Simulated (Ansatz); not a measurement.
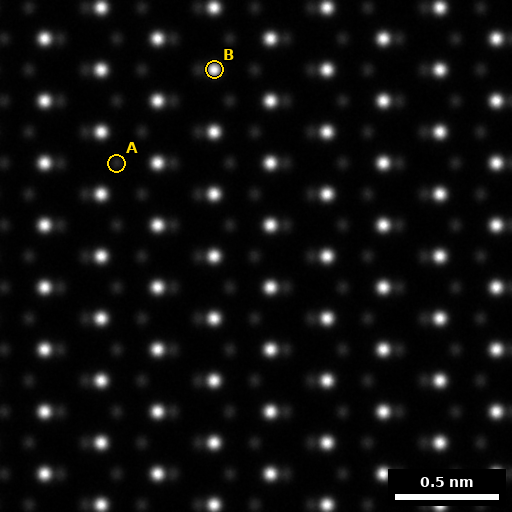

Dark-field STEM-like image of SiGeO₄ (I4_1/a, No. 88) along [110]. The image is simulated as a sum over atoms of Z^1.7, blurred by a 0.50 Å probe (no channelling). The probe carries 15 % of its weight in a tail 2.5 times as wide. Shot noise was added. Model: coordinates from a relaxation (final pressure about 20 GPa) with DFT, PAW plane waves, r2scan (Ansatz); the starting structure was generated, so it need not be a known form of this composition.

Space group I4_1/a:1 (No. 88). a = 4.292 Å, b = 4.292 Å, c = 11.024 Å, α = 90.00°, β = 90.00°, γ = 90.00°
| atom | site | symmetry | x | y | z |
| --- | --- | --- | --- | --- | --- |
| Ge | 4a | -4.. | 0.0000 | 0.0000 | 0.0000 |
| Si | 4b | -4.. | 0.5000 | 0.5000 | 0.0000 |
| O | 16f | 1 | 0.7810 | 0.7450 | 0.4304 |

What lies under each ring?

Answer. A: O (2 O per 6.07 Å along the beam; about 15 % of the brightest peak). B: Ge + Si (1 Ge and 1 Si per 6.07 Å along the beam; the brightest kind). Brightness is counted from the darkest point of the image.
